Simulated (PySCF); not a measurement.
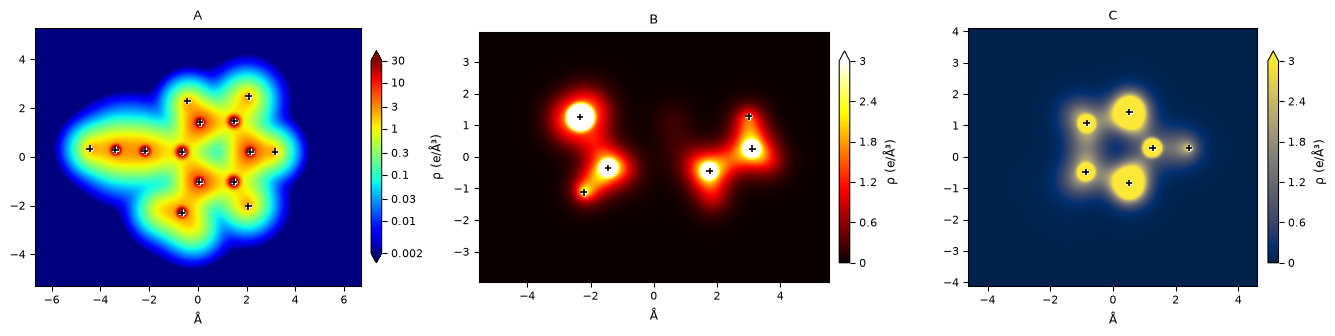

The electron density of 3 systems, each on a plane through atoms (crosses mark nuclei in the plane).

The calculation used PySCF 2.14.0, PBE0/pcSseg-1, SCF density, gas phase, non-relativistic.

System 1: C₅H₉BO₂ (SMILES C=C[C@]1(C)COBO1), the plane of atoms O6, B7 and O8. Geometry: GFN2-xTB.

```xyz
17

C     2.2478    0.1302    0.6453
C     1.3013   -0.5427    0.0211
C    -0.1639   -0.1921    0.0589
C    -0.9694   -1.3625    0.6298
C    -0.6696    0.2313   -1.3557
O    -1.1343    1.5539   -1.2048
B    -0.9501    1.9320    0.0867
O    -0.3963    0.9652    0.8535
H     3.2839   -0.1557    0.5855
H     2.0093    0.9938    1.2428
H     1.5262   -1.4133   -0.5803
H    -2.0262   -1.1060    0.6562
H    -0.8275   -2.2494    0.0179
H    -0.6361   -1.5699    1.6437
H    -1.4926   -0.4005   -1.7042
H     0.1353    0.2187   -2.0979
H    -1.2448    2.9791    0.4917
```

System 2: C₃H₈B₃N₃ (SMILES C#CB1NBNBN1C), the plane of atoms N8, B7 and H14. Geometry: GFN2-xTB.

```xyz
17

C     3.3235    0.0192   -0.0390
C     2.1350   -0.1504    0.0361
B     0.6301   -0.3883    0.1419
N     0.1080   -1.7002   -0.0303
B    -1.2701   -2.0003    0.0649
N    -2.1282   -0.9108    0.3499
B    -1.6687    0.4170    0.5308
N    -0.2763    0.6741    0.4238
C     0.2143    2.0348    0.5693
H     4.3625    0.1724   -0.1056
H     0.7595   -2.4450   -0.2260
H    -1.6800   -3.0913   -0.0815
H    -3.1182   -1.0845    0.4292
H    -2.4228    1.2872    0.7688
H     1.2531    2.0323    0.8993
H    -0.3902    2.5804    1.2938
H     0.1614    2.5655   -0.3861
```

System 3: C₅H₁₁BS₂, the plane of atoms S6, C5 and H17. Geometry: GFN2-xTB.

| atom | x (Å) | y (Å) | z (Å) |
| --- | --- | --- | --- |
| C | -2.7070 | 0.6472 | 0.5161 |
| C | -1.5815 | 0.0800 | -0.3401 |
| C | -0.3266 | -0.1727 | 0.4945 |
| C | 0.7842 | -0.8569 | -0.2985 |
| C | 1.4992 | 0.0695 | -1.2624 |
| S | 2.7386 | 1.0980 | -0.3724 |
| B | 3.0994 | -0.1145 | 0.8701 |
| S | 2.0375 | -1.5338 | 0.8888 |
| H | -2.4026 | 1.5841 | 0.9772 |
| H | -2.9740 | -0.0524 | 1.3048 |
| H | -3.5890 | 0.8337 | -0.0918 |
| H | -1.3595 | 0.7785 | -1.1494 |
| H | -1.9084 | -0.8596 | -0.7919 |
| H | -0.5893 | -0.8112 | 1.3412 |
| H | 0.0477 | 0.7736 | 0.8941 |
| H | 0.3845 | -1.7223 | -0.8330 |
| H | 2.0512 | -0.4922 | -2.0176 |
| H | 0.8077 | 0.7489 | -1.7565 |
| H | 3.9781 | 0.0112 | 1.6194 |

Question: Match each panel to its system.

Answer: Panel A is system 2, C₃H₈B₃N₃: the plane holds C, B, N and H. C–C (1.20 Å): ρ is about 2.8 e/Å³ halfway. Panel B is system 3, C₅H₁₁BS₂: the plane holds C, S and H. C–C (1.52 Å): ρ at the midpoint is about 1.6 e/Å³. Panel C is system 1, C₅H₉BO₂: the plane holds C, O, B and H. B–O (1.35 Å): the density is about 2.2 e/Å³ at the midpoint.
